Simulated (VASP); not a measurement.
Band structure of C (diamond). These are PBE GGA with D3 dispersion (zero damping), VASP's PBE PAW potentials (set 64) (plane waves; VASP) values and carry that method's errors.

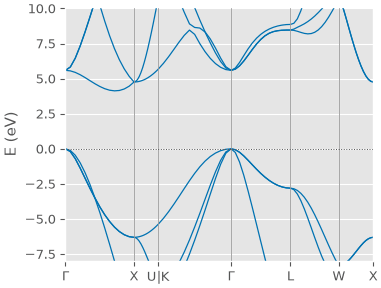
*Bands along high-symmetry lines, zero at the valence-band maximum or, without a gap, the Fermi level*

Task: Read the plot: is there a gap, and where are the band edges?

Result: The gap is indirect, 4.13 eV, from the valence maximum at Γ to the conduction minimum at Γ-X at 0.71. (Edges off the drawn lines would not show.)

The compound is C in the diamond structure. It was relaxed first.
